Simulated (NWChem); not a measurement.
# One shape, several levels: InNH3ClO (SMILES [NH2][In]([OH])[Cl])

We compute a comparison of 5 runs (HF/STO-3G, HF/3-21G, M06-2X/def2-SVP, PBE/STO-3G, PBE/def2-SVP) of InNH3ClO. 

The results are computed with NWChem 7.3.0.

### 1 The system as given

The species is InNH3ClO (7 atoms), meant as a singlet with charge 0. As SMILES, `[NH2][In]([OH])[Cl]`. The shape comes from GFN2-xTB, which is rough for such elements, and wasn't checked as a minimum. This is one conformer, not always the lowest.

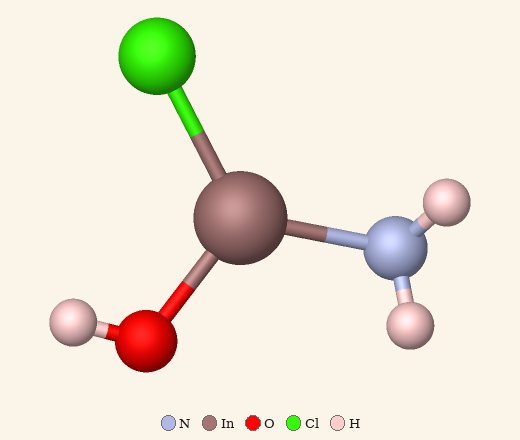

The structure, seen from a chosen angle (nitrogen light blue, indium brown, oxygen red, chlorine green, hydrogen pink).

### 2 Energy and forces at HF/STO-3G (run 1)

Input file clh3inno.xyz:

```xyz
7

N      0.161500     1.453170     0.843270
In    -0.072190    -0.451800     0.127730
O     -0.604240    -0.620540    -1.740570
Cl    -0.002270    -2.433930     1.285400
H      0.327000     2.054250     0.040640
H      0.974900     1.520940     1.449310
H     -0.784710    -1.522080    -2.005790
```

Input file run.py:

```python
from ase.io import read
from ase.calculators.nwchem import NWChem

molecule = read('clh3inno.xyz')

calc = NWChem(
    label='clh3inno',
    theory='scf',
    memory='2200 mb',
    basis='STO-3G',
    basispar='spherical bse',
    scf={'nopen': '0', 'rhf': None, 'thresh': '1e-08', 'maxiter': '80'},
)
molecule.calc = calc

forces = molecule.get_forces()
print("Total energy (eV):", round(molecule.get_potential_energy(), 6))
print("forces (eV/A):")
for s, f in zip(molecule.symbols, forces):
    print(f"{s:2s} {f[0]:10.5f} {f[1]:10.5f} {f[2]:10.5f}")
print("dipole (e A):", molecule.get_dipole_moment().round(4))
```

The run is started by

```sh
$ export ASE_NWCHEM_COMMAND="nwchem PREFIX.nwi > PREFIX.nwo"
$ python run.py
```

The log of the run:

```text
Total energy (eV): -170530.798174
forces (eV/A):
N    -0.90462   -2.92484   -0.56760
In   -0.51581    1.14615   -0.72603
O     0.71394    2.03385    1.63687
Cl    0.07261    0.32370   -0.04757
H     0.42017    0.75668   -0.21505
H     0.53402    0.54039    0.27886
H    -0.32026   -1.87593   -0.35949
dipole (e A): [ 0.296   0.2926 -0.2394]
```

The calculator wrote clh3inno.nwi:

```
title "clh3inno"

permanent_dir clh3inno

scratch_dir clh3inno

start clh3inno

geometry units angstrom nocenter noautosym noautoz
  N  1.6150000000000000e-01 1.4531700000000001e+00 8.4326999999999996e-01
  In -7.2190000000000004e-02 -4.5179999999999998e-01 1.2773000000000001e-01
  O  -6.0424000000000000e-01 -6.2053999999999998e-01 -1.7405700000000000e+00
  Cl -2.2699999999999999e-03 -2.4339300000000001e+00 1.2854000000000001e+00
  H  3.2700000000000001e-01 2.0542500000000001e+00 4.0640000000000003e-02
  H  9.7489999999999999e-01 1.5209400000000000e+00 1.4493100000000001e+00
  H  -7.8471000000000002e-01 -1.5220800000000001e+00 -2.0057900000000002e+00
end

memory 2200 mb

basis spherical bse noprint
   * library STO-3G
end

scf
  nopen 0
  rhf
  thresh 1e-08
  maxiter 80
end

task scf gradient
```

clh3inno.nwo:

```text
Northwest Computational Chemistry Package (NWChem) 7.3.0
             --------------------------------------------------------

           Job information
           ---------------

    nwchem branch   = 7.3.0
    use scalapack   = T
    input           = clh3inno.nwi
    prefix          = clh3inno.
    data base       = clh3inno/clh3inno.db
    status          = startup
    nproc           =        1

           Memory information
           ------------------

    heap     =     72089594 doubles =      550.0 Mbytes
    stack    =     72089599 doubles =      550.0 Mbytes
    global   =    144179200 doubles =     1100.0 Mbytes (distinct from heap & stack)
    total    =    288358393 doubles =     2200.0 Mbytes
    verify   = yes
    hardfail = no

[... 138 lines left out ...]
 Convergence threshold     :          1.000E-08
[... 12 lines left out ...]
       Final RHF  results
[... 3 lines left out ...]
      One-electron energy =  -9646.306127816664
[... 1 line left out ...]
 Nuclear repulsion energy =    484.592274290224
[... 57 lines left out ...]
                       ROHF Final Molecular Orbital Analysis
[... 250 lines left out ...]
                 ----------------------------------------
                 |  Time  |  1-e(secs)   |  2-e(secs)   |
                 ----------------------------------------
                 |  CPU   |       0.00   |       2.88   |
                 ----------------------------------------
                 |  WALL  |       0.00   |       2.88   |
                 ----------------------------------------

 Task  times  cpu:        8.4s     wall:        8.4s
 Total times  cpu:        8.4s     wall:        8.4s
```

Wall time 9.9 s (1 thread of Intel Xeon 6975P-C (Granite Rapids), shared host); peak memory 0.096 GiB.

### 3 Energy and gradient at HF/3-21G (run 2)

Input file mol.nw:

```
START mol
TITLE "ClH3InNO gradient"
memory stack 880 mb heap 220 mb global 1100 mb
charge 0

GEOMETRY units angstrom noautosym nocenter noautoz
N      0.161500     1.453170     0.843270
In    -0.072190    -0.451800     0.127730
O     -0.604240    -0.620540    -1.740570
Cl    -0.002270    -2.433930     1.285400
H      0.327000     2.054250     0.040640
H      0.974900     1.520940     1.449310
H     -0.784710    -1.522080    -2.005790
END

BASIS spherical bse
* library 3-21G
END

SCF
thresh 1e-08
maxiter 80
noprint "final vectors analysis"
END

TASK scf gradient
```

The run is started by

```sh
$ nwchem mol.nw > mol.out
```

The log of the run:

```text
[...]
  functions       =    68
[...]
  wavefunction    = RHF
[...]
         Total SCF energy =  -6302.456267093779
      One-electron energy =  -9671.878342044951
      Two-electron energy =   2884.829800660947
 Nuclear repulsion energy =    484.592274290225
        Time for solution =      8.2s
[...]
                         RHF ENERGY GRADIENTS
    atom               coordinates                        gradient
                 x          y          z           x          y          z
   1 N       0.305191   2.746093   1.593549   -0.021721   0.022597   0.013504
   2 In     -0.136419  -0.853778   0.241375    0.009277  -0.045984   0.013511
   3 O      -1.141848  -1.172651  -3.289200   -0.003897  -0.000474  -0.009669
   4 Cl     -0.004290  -4.599461   2.429054   -0.002685   0.031976  -0.020474
   5 H       0.617940   3.881970   0.076798    0.005644  -0.007319  -0.006504
   6 H       1.842294   2.874160   2.738799    0.008500  -0.008595  -0.004804
   7 H      -1.482887  -2.876314  -3.790393    0.004882   0.007799   0.014436
[...]
```

Wall time 13 s (1 thread of Intel Xeon 6975P-C (Granite Rapids), shared host); peak memory 0.097 GiB.

Runs 3 to 4 aren't shown in full; the table further down has their settings and results.

### 4 Energy and gradient at PBE/def2-SVP (core potential) (run 5)

Input file test.nw:

```
start test
title "ClH3InNO"
memory stack 880 mb heap 220 mb global 1100 mb
geometry noautosym nocenter noautoz
  N        0.161500       1.453170       0.843270
  In      -0.072190      -0.451800       0.127730
  O       -0.604240      -0.620540      -1.740570
  Cl      -0.002270      -2.433930       1.285400
  H        0.327000       2.054250       0.040640
  H        0.974900       1.520940       1.449310
  H       -0.784710      -1.522080      -2.005790
end
basis "ao basis" spherical bse
  N library def2-SVP
  In library def2-SVP
  O library def2-SVP
  Cl library def2-SVP
  H library def2-SVP
end
ecp bse
  In library def2-SVP
end
dft
  xc xpbe96 cpbe96
  grid xfine
  convergence energy 1e-08
  maxiter 100
  mulliken
  print medium
end
task dft gradient
```

The run is started by

```sh
$ nwchem test.nw > test.out
```

The log of the run:

```text
[...]
          Wavefunction type:  closed shell.
          No. of atoms     :     7
          No. of electrons :    56
[...]
          Charge           :     0
          Spin multiplicity:     1
[...]
          AO basis - number of functions:    87
[...]
              XC Information
              --------------
          PerdewBurkeErnzerhof Exchange Functional  1.000
            Perdew 1991 LDA Correlation Functional  1.000 local
           PerdewBurkeErnz. Correlation Functional  1.000 non-local
[...]
 d= 0,ls=0.0,diis     1   -781.4588254081 -1.03D+03  3.27D-02  1.02D+00     4.7
[...]
 d= 0,ls=0.0,diis    12   -781.5907195728 -9.14D-09  8.50D-07  6.78D-09    40.5
         Total DFT energy =     -781.590719572764
      One electron energy =    -1640.908641671178
           Coulomb energy =      674.652287106130
    Exchange-Corr. energy =      -61.322692915364
 Nuclear repulsion energy =      245.988327907648
[...]
      Total Density - Mulliken Population Analysis
     ---------------------------------------------
    Atom       Charge   Shell Charges
 -----------   ------   -------------------------------------------------------
    1 N    7     7.34   1.99  1.02  0.48  2.36  1.47  0.01
    2 In  21    20.45  -0.60  2.60  0.87  0.12  2.78  3.23  0.94  0.27  9.63  0.62
    3 O    8     8.42   1.99  1.08  0.69  2.83  1.83  0.01
    4 Cl  17    17.24   2.00  1.98  1.28  0.68  5.93  2.14  3.22  0.01
    5 H    1     0.87   0.71  0.11  0.05
    6 H    1     0.87   0.71  0.11  0.05
    7 H    1     0.82   0.69  0.06  0.07
[...]
  wavefunction    = closed shell
                         DFT ENERGY GRADIENTS
    atom               coordinates                        gradient
                 x          y          z           x          y          z
   1 N       0.305191   2.746093   1.593549    0.009579   0.007588  -0.003441
   2 In     -0.136419  -0.853778   0.241375   -0.006065  -0.016762  -0.012086
   3 O      -1.141848  -1.172651  -3.289200    0.004822  -0.015948   0.022015
   4 Cl     -0.004290  -4.599461   2.429054   -0.001077   0.017429  -0.012236
   5 H       0.617940   3.881970   0.076798   -0.002823  -0.008332   0.008017
   6 H       1.842294   2.874160   2.738799   -0.007796  -0.001825  -0.006859
   7 H      -1.482887  -2.876314  -3.790393    0.003359   0.017851   0.004590
[...]
```

It took 50 s on 1 thread of Intel Xeon 6975P-C (Granite Rapids), shared host; peak memory 0.14 GiB.

### 5 Overview of the runs

```csv
run,level,iteration cap,module,energy (Eh),dipole moment (D),HOMO energy (eV),LUMO energy (eV),wall time
1,HF/STO-3G,80,scf,-6266.891294,2.31,-8.20,5.94,9.9 s
2,HF/3-21G,80,scf,-6302.456267,2.47,–,–,13 s
3,M06-2X/def2-SVP (core potential),100,dft,-781.790881,–,–,–,62 s
4,PBE/STO-3G,100,dft,-6269.191177,2.66,-2.38,1.74,20 s
5,PBE/def2-SVP (core potential),100,dft,-781.590720,1.61,-6.21,-2.38,50 s
```

### 6 Results

```
                       quantity          value
            run 5: total energy  -781.59072 Eh
           run 5: dipole moment         1.61 D
             run 5: HOMO energy       -6.21 eV
             run 5: LUMO energy       -2.38 eV
           run 5: HOMO–LUMO gap        3.83 eV
run 5: largest force on an atom     1.420 eV/Å
```

What this shows: Over runs 1, 2, 4, 5 the dipole moment (its size) runs from 1.61 D (PBE/def2-SVP) to 2.66 D (PBE/STO-3G). The two ends differ in basis and core potential. Over runs 1, 4, 5 the HOMO–LUMO gap runs from 3.83 eV (PBE/def2-SVP) to 14.14 eV (HF/STO-3G). The two ends differ in method and basis and core potential. Totals of different functionals can't be ranked against each other. Some runs of one species differ in core potentials or relativity; totals across that change don't compare. In runs 1, 4 the basis is minimal, so the values are rough. In runs 1, 2, 4 relativity is left out where basis or elements ask for it. All runs together took 2.6 min, the longest 62 s.
